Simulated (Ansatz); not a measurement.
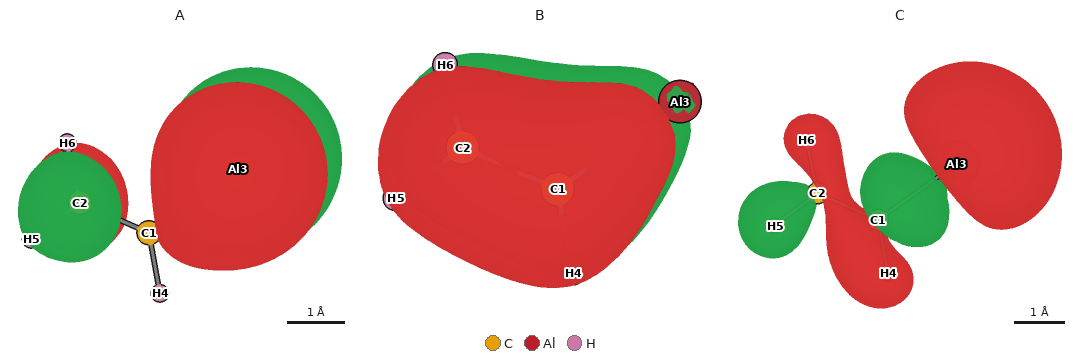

*C2H3Al (SMILES [CH2+][CH][Al]) (charge +1, doublet). Three frontier orbitals at ±0.08 Å⁻³ᐟ² (green and red are the two phases), in no order.*

Geometry: PBE0-D3(BJ)/pcseg-1.

Computed with isolated molecule in a Gaussian basis; Kohn-Sham density functional theory, functional PBE0 in Ansatz 0.2.0.

Input file:

```
basis:
  gaussian: {orbitals: def2-TZVPD}
crystal:
  periodic: [false, false, false]
  atoms:
    - symbol: C
      position_ang: [-2.664607, 0.777829, -0.210038]
    - symbol: C
      position_ang: [-1.814476, 0.748123, -1.237794]
    - symbol: Al
      position_ang: [-3.568425, -0.849714, 0.399752]
    - symbol: H
      position_ang: [-2.903816, 1.692865, 0.343006]
    - symbol: H
      position_ang: [-1.320981, 1.670722, -1.560858]
    - symbol: H
      position_ang: [-1.556477, -0.146711, -1.807486]
total_charge: 1
magnetization: {spin_polarized: true, initial_magnetization: 1}
hamiltonian: {xc: {name: PBE0}}
output: {forces: true, orbitals: {seedname: orbitals}}
```

Run with:

```sh
ansatz run input.yaml --threads 1 --pin off --max-ram 2610MiB --events-out events.jsonl --progress --plain --runs-dir runs
```

### Order the three orbitals by energy and name them. All are α orbitals.

B is the HOMO−1 (α) (−13.78 eV). It lies mainly on C1 (about 45 %) and C2 (about 35 %); it changes sign across the molecular plane (π type); π-bonding across C1–C2. C is the HOMO (α) (−12.84 eV). It lies mainly on Al3 (about 65 %) and C1 (about 25 %); it is symmetric in the molecular plane (an in-plane orbital: σ, lone-pair or in-plane π type). A is the LUMO (α) (−7.66 eV). Its weight (Hirshfeld) is mainly on Al3 (about 75 %), C2 (about 15 %) and C1 (about 5 %); it changes sign across the molecular plane (π type); π-antibonding (a node) across C1–C2.

### What is the gap between the highest occupied and lowest empty α orbitals?

5.18 eV between the orbital energies.
